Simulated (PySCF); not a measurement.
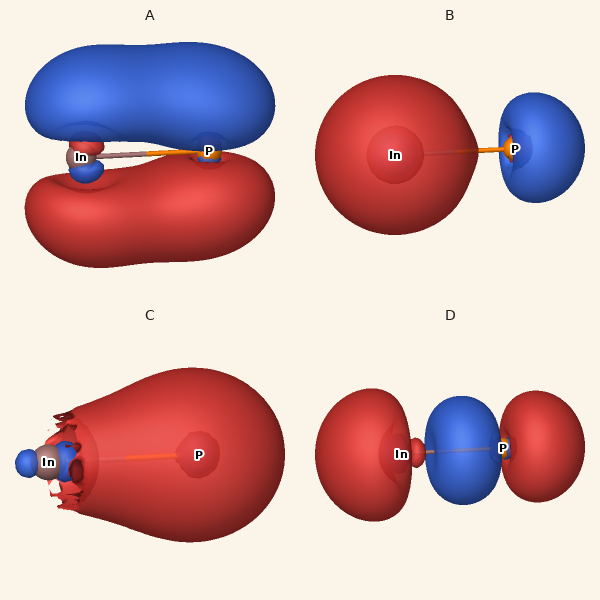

*InP (triplet). Four frontier β-spin orbitals, each drawn at the value that holds 80 % of its norm (red and blue are the two phases), in no order; of a degenerate pair one member is drawn.*

Core potentials replace the inner electrons of In.

Level of theory: PySCF, PBE0/def2-SVPD, non-relativistic Hamiltonian with scalar-relativistic core potentials where named, at a bond length of 2.674 Å.

### Label each orbital by symmetry, say whether it is occupied, and order them by energy.

Orbital C: σ, occupied in this spin, −13.57 eV; mainly on P (85 %).
Orbital B: σ, occupied in this spin, −9.22 eV; mainly on In (75 %).
Orbital D: σ, occupied in this spin, −5.26 eV; shared between the atoms (In 45 %, P 55 %).
Orbital A: π, empty in this spin, −2.96 eV; bonding, with no node between the atoms.
